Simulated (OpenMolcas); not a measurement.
# Ta⁴⁺ among point charges: CASSCF and CASPT2 levels and susceptibility

How does a field of 4 point charges split the states of Ta⁴⁺, and what χT follows?

Method: state-averaged CASSCF and CASPT2, spin-orbit coupling by RASSI with atomic mean-field integrals. Code: OpenMolcas 26.06.

## 1. Starting point

```
Species                           : Ta⁴⁺ (tantalum, Z = 73, 69 electrons)
Basis                             : ANO-RCC-VDZP [7s6p4d2f1g], 68 functions
Scalar Hamiltonian                : DKH2, point nucleus
Inactive shells                   : 1s 2s 2p 3s 3p 3d 4s 4p 4d 4f 5s 5p
Active space                      : 1 electron in 5 orbitals (5d)
Some configurations of this space : 5d
Orbitals                          : optimised for each spin and parity, averaged over all roots
```

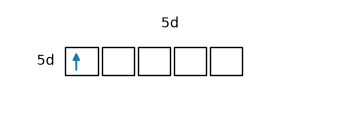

The shells outside the core, filled by Hund's rule for the drawing.

The ion sits among 4 point charges of -2 e arranged as a tetrahedron (Td), 2.17 Å from the ion.

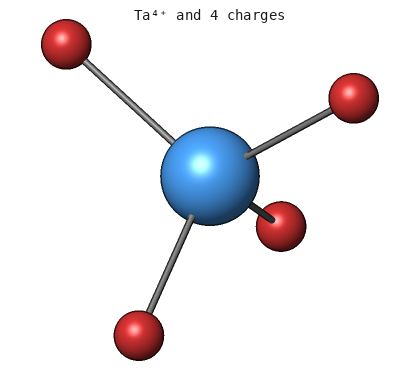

The ion and the point charges (red).

Each step is its own input file, run in one work folder so that later steps find the files of earlier ones. Labels, J, g values, rates, χT and fits are worked out afterwards by a script from the matrices that RASSI stores.

## 2. GATEWAY and SEWARD: basis and integrals

The input, a.inp:

```
&GATEWAY
Coord
1

Ta 0.0 0.0 0.0
Basis=ANO-RCC-VDZP
Group=NoSym
NoMove
AngMom=0.0 0.0 0.0
AMFI
XField
4 Angstrom 0
1.252850 1.252850 1.252850 -2.000000
1.252850 -1.252850 -1.252850 -2.000000
-1.252850 1.252850 -1.252850 -2.000000
-1.252850 -1.252850 1.252850 -2.000000
&SEWARD
```

Run with:

```console
> OMP_NUM_THREADS=1 MOLCAS_MEM=1689 MOLCAS_PROJECT=a pymolcas a.inp > a.log
```

## 3. Reference wave functions, doublets, 5 roots

The input, a.inp:

```
&RASSCF
FileOrb=start.orb
Symmetry=1
Spin=2
nActEl=1 0 0
Inactive=34
Ras2=5
CIRoot=5 5 1
SDav=5
CIMx=300
Iter=120 100
PrWF=0.3
OrbListing=Nothing
MaxOrb=0
>>> COPY $Project.JobIph JOB001
```

start.orb holds the contracted functions of the basis, ordered by shell, or the orbitals of the step before.

## 4. State interaction with spin-orbit coupling

The input, a.inp:

```
&RASSI
NrOfJobIphs=1 5
1 2 3 4 5
IphNames
JOB001
EJob
SpinOrbit
DIPRint=1.0
SOCoupling=1000.0
Subsets=2
Property=9
'ANGMOM' 1 'ANGMOM' 2 'ANGMOM' 3 'MLTPL  1' 1 'MLTPL  1' 2 'MLTPL  1' 3
'AMFI' 1 'AMFI' 2 'AMFI' 3
SOProperty=3
'ANGMOM' 1 'ANGMOM' 2 'ANGMOM' 3
```

## 5. CASPT2: IPEA 0.25, imaginary shift 0.1 (closed shells correlated: 4f 5s 5p)

The input, a.inp:

```
>>> COPY JOB001 $Project.JobIph
&CASPT2
Multistate=5 1 2 3 4 5
NoMult
Frozen=23
IPEA=0.25
Imaginary=0.1
MaxIter=60
WThr=0.0 0.3 0.05
PrWF=0.5
NoMix
```

(Steps that only read results are left out.)

Q: Predict the outcome of this session. Wanted: spin-free ground state; first state of the same spin within the active space; lowest level; next level.

**Answer**, as computed:

| quantity | value |
| --- | --- |
| method | SS-CASPT2, IPEA 0.25, imaginary shift 0.1 (closed shells correlated: 4f 5s 5p) |
| spin-free ground state | 2E, 2-fold in its orbital part |
| first state of the same spin within the active space | 2T2 at 4250 cm⁻¹ |
| lowest level | 4-fold Γ8 |
| next level | 7820.3 cm⁻¹ |
| χT at 300 K | 0.22 cm³ K/mol |
| effective moment at 300 K | 1.33 μB |

Cost by method:

```csv
method,time of its own steps,time with the reference
A. CASSCF,1.8 s,1.8 s
"B. SS-CASPT2, IPEA 0.25, imaginary shift 0.1, +4f 5s 5p",1.3 s,3 s
```

Times are of one thread on a shared host.

**Reading.** The spin-free ground state (2E) comes to 100 % from free-ion D terms and keeps the highest spin of the shell. χT at 300 K is 0.22, against 0.38 cm³ K/mol for the spin alone, so orbital moment lowers it. A ligand-field fit to the states below 45000 cm-1 gives 10Dq = -4254 cm-1, the gap between the two states. CASPT2 does not keep the components of a term degenerate, and the means are used. An orbital doublet at a regular site is open to a Jahn-Teller distortion, which this geometry leaves out. The field of point charges can differ much from that of real complexes. Point charges carry no covalency, so the field is a model and not that of real ligands.
